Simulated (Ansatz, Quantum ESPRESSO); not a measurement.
# Gate doping of honeycomb AsN, 2 layers, AB stacking, part 3 of 7

How rigid are the bands of honeycomb AsN, 2 layers, AB stacking under field-effect doping?

Quantum ESPRESSO 7.5; plane-wave DFT, PBE, GBRV ultrasoft pseudopotentials; geometry by Ansatz 0.2.0 with PAW datasets.

So far. Step 3 (Ground state: neutral sheet, no gate): The run needed 17 iterations to bring the estimated error under 1e-07 Ry.

## 6. Bands along a path: neutral sheet, no gate

A bands run reads the converged density and follows the path given under K_POINTS.

File g0.bands.in:

```
&control
  prefix = 'g0.bands'
  outdir = './out'
  pseudo_dir = './pseudo'
  calculation = 'bands'
  tefield = .true.
  dipfield = .true.
/
&system
  ibrav = 0
  nat = 4
  ntyp = 2
  ecutwfc = 40
  ecutrho = 200
  occupations = 'smearing'
  smearing = 'fd'
  degauss = 0.004
  edir = 3
  emaxpos = 0.200922
  eopreg = 0.01
  eamp = 0.0
  nbnd = 16
/
&electrons
  conv_thr = 1e-07
  mixing_beta = 0.4
  electron_maxstep = 120
  mixing_mode = 'local-TF'
/
ATOMIC_SPECIES
  N   14.0070  n_pbe_v1.2.uspp.F.UPF
  As  74.9216  as_pbe_v1.uspp.F.UPF
CELL_PARAMETERS angstrom
  2.95552558194245 -0.00000000000000 -0.00000000000000
  -1.47776279097123 2.55956023549695 -0.00000000000000
  -0.00000000000000 -0.00000000000000 27.24000000000000
ATOMIC_POSITIONS crystal
  N   0.666666666667 0.333333333333 0.406604666595
  As  0.333333333333 0.666666666667 0.441457616369
  N   -0.000000000000 -0.000000000000 0.558430446622
  As  0.666666666667 0.333333333333 0.593507270414
K_POINTS crystal_b
4
  0.0000000000 0.0000000000 0.0000000000 14
  0.5000000000 0.0000000000 0.0000000000 14
  0.3333333333 0.3333333333 0.0000000000 14
  0.0000000000 0.0000000000 0.0000000000 1
```

Launch:

```
$ cp -r out/g0.save out/g0.bands.save
$ cp out/g0.xml out/g0.bands.xml
$ OMP_NUM_THREADS=1 mpirun -n 4 pw.x -nk 4 -in g0.bands.in > g0.bands.out
```

What it wrote:

```text
[banner, memory and clock lines left out]
Program PWSCF v.7.5 starts

          URL

     Presently no symmetry can be used with electric field

     Atomic positions and unit cell read from directory:
     ./out/g0.bands.save/

     G-vector sticks info

     bravais-lattice index     =            0
     lattice parameter (alat)  =       5.5851  a.u.
     unit-cell volume          =    1390.6050 (a.u.)^3
     number of atoms/cell      =            4
     number of atomic types    =            2
     number of electrons       =        20.00
     number of Kohn-Sham states=           16
     kinetic-energy cutoff     =      40.0000  Ry
     charge density cutoff     =     200.0000  Ry
     Exchange-correlation= SLA  PW   PBE  PBE
                           (   1   4   3   4   0   0   0)

     celldm(1)=   5.585134  celldm(2)=   0.000000  celldm(3)=   0.000000
     celldm(4)=   0.000000  celldm(5)=   0.000000  celldm(6)=   0.000000

     crystal axes: (cart. coord. in units of alat)
               a(1) = (   1.000000  -0.000000  -0.000000 )
               a(2) = (  -0.500000   0.866025  -0.000000 )
               a(3) = (  -0.000000  -0.000000   9.216635 )

     reciprocal axes: (cart. coord. in units 2 pi/alat)
               b(1) = (  1.000000  0.577350  0.000000 )
               b(2) = (  0.000000  1.154701  0.000000 )
               b(3) = (  0.000000  0.000000  0.108499 )

     PseudoPot. # 1 for N  read from file:
     ./pseudo/n_pbe_v1.2.uspp.F.UPF
     Pseudo is Ultrasoft + core correction, Zval =  5.0
     Generated by new atomic code, or converted to UPF format
     Using radial grid of  729 points,  4 beta functions with:
                l(1) =   0
                l(2) =   0
                l(3) =   1
                l(4) =   1
     Q(r) pseudized with  8 coefficients,  rinner =    0.900   0.900   0.900

     PseudoPot. # 2 for As read from file:
     ./pseudo/as_pbe_v1.uspp.F.UPF
     Pseudo is Ultrasoft + core correction, Zval =  5.0
     Generated by new atomic code, or converted to UPF format
     Using radial grid of  875 points,  6 beta functions with:
                l(1) =   0
                l(2) =   0
                l(3) =   1
                l(4) =   1
                l(5) =   2
                l(6) =   2
     Q(r) pseudized with  8 coefficients,  rinner =    1.300   1.300   1.300
                                                       1.300   1.300

     atomic species   valence    mass     pseudopotential
     N                 5.00    14.00700     N ( 1.00)
     As                5.00    74.92160     As( 1.00)

     No symmetry found

   Cartesian axes

     site n.     atom                  positions (alat units)
         1        N      tau(   1) = (   0.5000000   0.2886751   3.7475267  )
         2        As     tau(   2) = (  -0.0000000   0.5773503   4.0687536  )
         3        N      tau(   3) = (   0.0000000   0.0000000   5.1468495  )
         4        As     tau(   4) = (   0.5000000   0.2886751   5.4701398  )

     number of k points=    43  Fermi-Dirac smearing, width (Ry)=  0.0040
                       cart. coord. in units 2pi/alat
        k(    1) = (   0.0000000   0.0000000   0.0000000), wk =   0.0465116
        k(    2) = (   0.0357143   0.0206197   0.0000000), wk =   0.0465116
        k(    3) = (   0.0714286   0.0412393   0.0000000), wk =   0.0465116
        k(    4) = (   0.1071429   0.0618590   0.0000000), wk =   0.0465116
        k(    5) = (   0.1428571   0.0824786   0.0000000), wk =   0.0465116
        k(    6) = (   0.1785714   0.1030983   0.0000000), wk =   0.0465116
        k(    7) = (   0.2142857   0.1237179   0.0000000), wk =   0.0465116
        k(    8) = (   0.2500000   0.1443376   0.0000000), wk =   0.0465116
        k(    9) = (   0.2857143   0.1649572   0.0000000), wk =   0.0465116
        k(   10) = (   0.3214286   0.1855769   0.0000000), wk =   0.0465116
        k(   11) = (   0.3571429   0.2061965   0.0000000), wk =   0.0465116
        k(   12) = (   0.3928571   0.2268162   0.0000000), wk =   0.0465116
        k(   13) = (   0.4285714   0.2474358   0.0000000), wk =   0.0465116
        k(   14) = (   0.4642857   0.2680555   0.0000000), wk =   0.0465116
        k(   15) = (   0.5000000   0.2886751   0.0000000), wk =   0.0465116
        k(   16) = (   0.4880952   0.3092948   0.0000000), wk =   0.0465116
        k(   17) = (   0.4761905   0.3299144   0.0000000), wk =   0.0465116
        k(   18) = (   0.4642857   0.3505341   0.0000000), wk =   0.0465116
        k(   19) = (   0.4523810   0.3711537   0.0000000), wk =   0.0465116
        k(   20) = (   0.4404762   0.3917734   0.0000000), wk =   0.0465116
        k(   21) = (   0.4285714   0.4123930   0.0000000), wk =   0.0465116
        k(   22) = (   0.4166667   0.4330127   0.0000000), wk =   0.0465116
        k(   23) = (   0.4047619   0.4536324   0.0000000), wk =   0.0465116
        k(   24) = (   0.3928571   0.4742520   0.0000000), wk =   0.0465116
        k(   25) = (   0.3809524   0.4948717   0.0000000), wk =   0.0465116
        k(   26) = (   0.3690476   0.5154913   0.0000000), wk =   0.0465116
        k(   27) = (   0.3571429   0.5361110   0.0000000), wk =   0.0465116
        k(   28) = (   0.3452381   0.5567306   0.0000000), wk =   0.0465116
        k(   29) = (   0.3333333   0.5773503   0.0000000), wk =   0.0465116
        k(   30) = (   0.3095238   0.5361110   0.0000000), wk =   0.0465116
        k(   31) = (   0.2857143   0.4948717   0.0000000), wk =   0.0465116
        k(   32) = (   0.2619048   0.4536324   0.0000000), wk =   0.0465116
        k(   33) = (   0.2380952   0.4123930   0.0000000), wk =   0.0465116
        k(   34) = (   0.2142857   0.3711537   0.0000000), wk =   0.0465116
        k(   35) = (   0.1904762   0.3299144   0.0000000), wk =   0.0465116
        k(   36) = (   0.1666667   0.2886751   0.0000000), wk =   0.0465116
        k(   37) = (   0.1428571   0.2474358   0.0000000), wk =   0.0465116
        k(   38) = (   0.1190476   0.2061965   0.0000000), wk =   0.0465116
        k(   39) = (   0.0952381   0.1649572   0.0000000), wk =   0.0465116
        k(   40) = (   0.0714286   0.1237179   0.0000000), wk =   0.0465116
        k(   41) = (   0.0476190   0.0824786   0.0000000), wk =   0.0465116
        k(   42) = (   0.0238095   0.0412393   0.0000000), wk =   0.0465116
        k(   43) = (   0.0000000   0.0000000   0.0000000), wk =   0.0465116

     Dense  grid:    66579 G-vectors     FFT dimensions: (  25,  25, 240)

     Smooth grid:    47643 G-vectors     FFT dimensions: (  24,  24, 216)

     The potential is recalculated from file :
     ./out/g0.bands.save/charge-density

     negative rho (up, down):  4.013E-04 0.000E+00

[...]
-20.3217 -18.8785 -10.6245  -9.0967  -6.9170  -5.4673  -5.2175  -3.7765
    -3.3230  -1.4629   0.7087   2.0920   2.3626   3.1071   3.3958   3.8875

          k = 0.2143 0.1237 0.0000 (  5982 PWs)   bands (ev):

   -20.0779 -18.6345 -10.6662  -9.1719  -7.4141  -5.9476  -5.4269  -3.9867
    -3.2527  -1.4562   0.4570   1.9692   2.2425   3.4301   3.7178   4.0035

          k = 0.2500 0.1443 0.0000 (  5958 PWs)   bands (ev):

   -19.7966 -18.3528 -10.8456  -9.3798  -7.7493  -6.2486  -5.6343  -4.1948
    -3.2118  -1.4934   0.0927   1.5819   2.4055   3.7911   4.0740   4.0759

          k = 0.2857 0.1650 0.0000 (  5948 PWs)   bands (ev):

   -19.4829 -18.0386 -11.1935  -9.7408  -7.8781  -6.3375  -5.8302  -4.3914
    -3.2262  -1.5882  -0.2681   1.2129   2.5497   4.1147   4.1663   4.3646

          k = 0.3214 0.1856 0.0000 (  5934 PWs)   bands (ev):

   -19.1446 -17.6998 -11.6690 -10.2213  -7.8165  -6.2514  -6.0071  -4.5688
    -3.3238  -1.7447  -0.5792   0.9152   2.6267   4.1303   4.3491   4.6284

          k = 0.3571 0.2062 0.0000 (  5938 PWs)   bands (ev):

   -18.7941 -17.3486 -12.1980 -10.7534  -7.6250  -6.1589  -6.0532  -4.7211
    -3.5168  -1.9586  -0.8200   0.7039   2.6433   4.1285   4.3205   5.0486

          k = 0.3929 0.2268 0.0000 (  5928 PWs)   bands (ev):

   -18.4514 -17.0051 -12.7128 -11.2708  -7.3646  -6.2812  -5.7992  -4.8438
    -3.7836  -2.2204  -0.9800   0.5695   2.6284   4.1174   4.2497   5.4916

          k = 0.4286 0.2474 0.0000 (  5914 PWs)   bands (ev):

   -18.1484 -16.7011 -13.1533 -11.7135  -7.0908  -6.3707  -5.5423  -4.9335
    -4.0689  -2.4973  -1.0690   0.4914   2.6076   4.1040   4.1765   5.6057

          k = 0.4643 0.2681 0.0000 (  5930 PWs)   bands (ev):

   -17.9313 -16.4832 -13.4579 -12.0196  -6.8689  -6.4253  -5.3458  -4.9883
    -4.2939  -2.7223  -1.1102   0.4517   2.5936   4.0939   4.1242   5.5975

          k = 0.5000 0.2887 0.0000 (  5948 PWs)   bands (ev):

   -17.8509 -16.4025 -13.5682 -12.1305  -6.7799  -6.4437  -5.2725  -5.0067
    -4.3795  -2.8119  -1.1218   0.4395   2.5890   4.0901   4.1054   5.5944

          k = 0.4881 0.3093 0.0000 (  5936 PWs)   bands (ev):

   -17.8455 -16.3971 -13.5643 -12.1266  -6.8380  -6.4254  -5.3433  -4.9765
    -4.3748  -2.8081  -1.0901   0.4734   2.6099   4.0465   4.1252   5.5503

          k = 0.4762 0.3299 0.0000 (  5940 PWs)   bands (ev):

   -17.8294 -16.3809 -13.5527 -12.1150  -6.9914  -6.3862  -5.5133  -4.9220
    -4.3619  -2.7979  -1.0010   0.5684   2.6728   3.9249   4.1830   5.4259

          k = 0.4643 0.3505 0.0000 (  5920 PWs)   bands (ev):

   -17.8028 -16.3542 -13.5339 -12.0964  -7.2122  -6.3401  -5.7443  -4.8648
    -4.3432  -2.7835  -0.8705   0.7073   2.7778   3.7432   4.2797   5.2409

          k = 0.4524 0.3712 0.0000 (  5934 PWs)   bands (ev):

   -17.7663 -16.3175 -13.5090 -12.0717  -7.4807  -6.2930  -6.0127  -4.8045
    -4.3208  -2.7676  -0.7198   0.8669   2.9236   3.5246   4.4133   5.0206

          k = 0.4405 0.3918 0.0000 (  5926 PWs)   bands (ev):

   -17.7207 -16.2718 -13.4793 -12.0422  -7.7791  -6.3578  -6.1884  -4.7387
    -4.2966  -2.7528  -0.5703   1.0234   3.0976   3.3018   4.5573   4.8123

          k = 0.4286 0.4124 0.0000 (  5922 PWs)   bands (ev):

   -17.6671 -16.2179 -13.4466 -12.0099  -8.0914  -6.6541  -6.1361  -4.6660
    -4.2719  -2.7416  -0.4400   1.1560   3.0362   3.3522   4.4804   4.8621

          k = 0.4167 0.4330 0.0000 (  5916 PWs)   bands (ev):

   -17.6070 -16.1575 -13.4133 -11.9771  -8.4031  -6.9649  -6.0589  -4.5869
    -4.2484  -2.7365  -0.3407   1.2495   2.8321   3.5891   4.2733   5.0862

          k = 0.4048 0.4536 0.0000 (  5906 PWs)   bands (ev):

   -17.5423 -16.0925 -13.3822 -11.9465  -8.7011  -7.2635  -5.9719  -4.5042
    -4.2266  -2.7402  -0.2781   1.2964   2.6568   3.8349   4.0897   5.3330

          k = 0.3929 0.4743 0.0000 (  5900 PWs)   bands (ev):

   -17.4755 -16.0254 -13.3563 -11.9212  -8.9738  -7.5368  -5.8782  -4.4249
    -4.2040  -2.7551  -0.2513   1.2981   2.5218   3.9100   4.1062   5.5730

          k = 0.3810 0.4949 0.0000 (  5906 PWs)   bands (ev):

   -17.4099 -15.9595 -13.3382 -11.9038  -9.2104  -7.7741  -5.7811  -4.3653
    -4.1696  -2.7826  -0.2535   1.2656   2.4270   3.8061   4.3169   5.7849

          k = 0.3690 0.5155 0.0000 (  5914 PWs)   bands (ev):

   -17.3495 -15.8987 -13.3295 -11.8958  -9.4019  -7.9661  -5.6855  -4.3439
    -4.1105  -2.8215  -0.2743   1.2156   2.3666   3.7323   4.4949   5.9531

          k = 0.3571 0.5361 0.0000 (  5934 PWs)   bands (ev):

   -17.2991 -15.8480 -13.3297 -11.8967  -9.5413  -8.1058  -5.5992  -4.3544
    -4.0383  -2.8668  -0.3014   1.1656   2.3323   3.6882   4.6240   6.0701

          k = 0.3452 0.5567 0.0000 (  5920 PWs)   bands (ev):

   -17.2645 -15.8132 -13.3352 -11.9026  -9.6248  -8.1896  -5.5344  -4.3765
    -3.9776  -2.9073  -0.3237   1.1296   2.3166   3.6666   4.6997   6.1363

          k = 0.3333 0.5774 0.0000 (  5898 PWs)   bands (ev):

   -17.2516 -15.8002 -13.3390 -11.9066  -9.6521  -8.2170  -5.5087  -4.3886
    -3.9524  -2.9252  -0.3325   1.1165   2.3126   3.6606   4.7237   6.1568

          k = 0.3095 0.5361 0.0000 (  5914 PWs)   bands (ev):

   -17.3127 -15.8617 -13.3043 -11.8711  -9.5518  -8.1166  -5.6309  -4.3166
    -4.0695  -2.8347  -0.2910   1.1703   2.3207   3.6767   4.6431   6.0897

          k = 0.2857 0.4949 0.0000 (  5928 PWs)   bands (ev):

   -17.5067 -16.0568 -13.1591 -11.7241  -9.2819  -7.8468  -5.9570  -4.4073
    -4.0857  -2.6025  -0.1689   1.3158   2.3361   3.7152   4.4440   5.9241

          k = 0.2619 0.4536 0.0000 (  5936 PWs)   bands (ev):

   -17.8184 -16.3700 -12.8795 -11.4418  -8.8890  -7.4553  -6.3753  -4.8099
    -3.8251  -2.3182   0.0087   1.5146   2.3665   3.7744   4.1766   5.7013

          k = 0.2381 0.4124 0.0000 (  5920 PWs)   bands (ev):

   -18.2065 -16.7595 -12.4845 -11.0438  -8.4120  -6.9976  -6.7855  -5.2304
    -3.5674  -2.0392   0.2068   1.7280   2.4365   3.8168   3.9121   5.4455

          k = 0.2143 0.3712 0.0000 (  5922 PWs)   bands (ev):

   -18.6281 -17.1822 -12.0143 -10.5704  -7.8902  -7.1905  -6.4428  -5.6068
    -3.3574  -1.7992   0.4033   1.9323   2.5631   3.4963   4.0114   5.1633

          k = 0.1905 0.3299 0.0000 (  5926 PWs)   bands (ev):

   -19.0505 -17.6055 -11.5217 -10.0738  -7.5701  -7.2342  -6.0368  -5.7536
    -3.2219  -1.6169   0.5986   2.1221   2.7242   3.1383   4.1389   4.7626

          k = 0.1667 0.2887 0.0000 (  5965 PWs)   bands (ev):

   -19.4515 -18.0072 -11.0775  -9.6229  -7.6502  -6.7135  -6.1115  -5.2689
    -3.1693  -1.4984   0.8054   2.2921   2.6610   3.0366   4.1120   4.2854

          k = 0.1429 0.2474 0.0000 (  5967 PWs)   bands (ev):

   -19.8166 -18.3728 -10.7659  -9.2941  -7.5352  -6.1810  -6.0375  -4.7376
    -3.1884  -1.4404   1.0249   2.1985   2.6295   3.1591   3.7952   3.9183

          k = 0.1190 0.2062 0.0000 (  6001 PWs)   bands (ev):

   -20.1361 -18.6928 -10.6300  -9.1250  -7.1740  -5.7157  -5.6916  -4.2542
    -3.2563  -1.4338   1.1713   1.9697   2.8382   3.1284   3.4679   3.5908

          k = 0.0952 0.1650 0.0000 (  5989 PWs)   bands (ev):

   -20.4039 -18.9608 -10.6281  -9.0882  -6.6213  -5.2874  -5.1744  -3.8465
    -3.3485  -1.4656   0.9980   2.0841   2.8065   2.9031   3.2194   3.5608

          k = 0.0714 0.1237 0.0000 (  5981 PWs)   bands (ev):

   -20.6157 -19.1728 -10.6872  -9.1227  -5.9695  -4.9715  -4.5270  -3.5299
    -3.4456  -1.5233   0.6033   2.2839   2.6142   2.6615   2.9693   3.5255

          k = 0.0476 0.0825 0.0000 (  5983 PWs)   bands (ev):

   -20.7686 -19.3259 -10.7554  -9.1761  -5.3200  -4.7507  -3.8809  -3.5363
    -3.3076  -1.5983   0.1659   1.9431   2.4501   2.7780   2.9731   3.3663

          k = 0.0238 0.0412 0.0000 (  5993 PWs)   bands (ev):

   -20.8610 -19.4184 -10.8048  -9.2179  -4.7970  -4.6217  -3.6308  -3.3474
    -3.1780  -1.6800  -0.1994   1.5971   2.3289   2.6606   3.2553   3.3093

          k = 0.0000 0.0000 0.0000 (  5995 PWs)   bands (ev):

   -20.8919 -19.4493 -10.8225  -9.2333  -4.5794  -4.5794  -3.6716  -3.1356
    -3.1356  -1.7240  -0.3489   1.4566   2.2876   2.6208   3.2165   3.4423

     XML data file, pseudopotentials, collected wavefunctions

                                        0.00s GPU  (     760 calls)
[key lines of the parts left out:]
Dipole field          0.0023 Ry au,
```

Wall time 20 s (4 MPI ranks of Arm Neoverse V2, shared host); peak memory 0.3 GiB.

This step gave:

| Property | Result |
| --- | --- |
| valence top, on the run's zero | -1.434 eV |
| conduction bottom, on the run's zero | -1.122 eV |
| gap by band count | 0.3119 eV |

Band numbers count within the set of bands kept for display. The electronic bands at the labelled points (eV, zero at the highest filled level of the SCF mesh; v1 is the highest filled band, c1 the lowest empty one):

```tsv
point	v4	v3	v2	v1	c1	c2	c3	c4
Γ	-2.23	-1.69	-1.69	-0.28	1.10	2.90	3.73	4.07
M	-3.83	-3.56	-2.93	-1.37	0.32	1.89	4.04	5.54
K	-4.06	-2.94	-2.51	-1.48	1.11	2.56	3.76	5.11
Γ	-2.23	-1.69	-1.69	-0.28	1.10	2.90	3.73	4.07
```

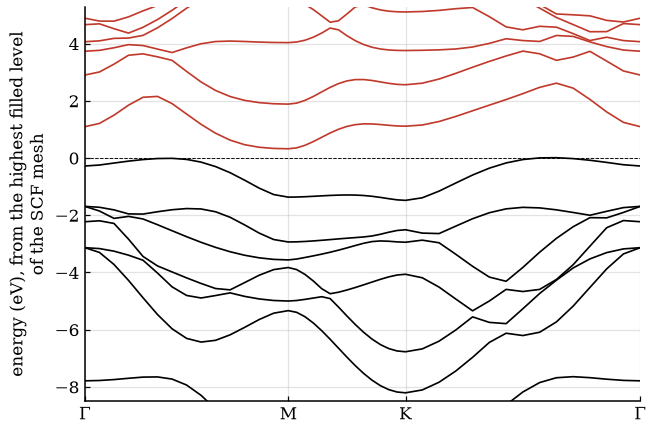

Electronic bands along the path; lines of filled and empty bands in two colours.

Along this path the valence top lies between K and Γ and the conduction bottom at M.

(Part 3 of 7 ends here.)

[Logs are printed without paths, hosts, clocks, repeated set-up lines and the standing remarks that a program may print on its own settings, such as how far it seeks lower states.]

[Hosts, paths, dates, database ids (printed as entryN), source tags and the programs' standing remarks are cut or masked in the printed files.]

[Maps of the electrostatic potential energy from Ansatz leave out the sawtooth potential of an applied field or a dipole correction, so their vacuum need not be flat; planar profiles and work functions include it.]
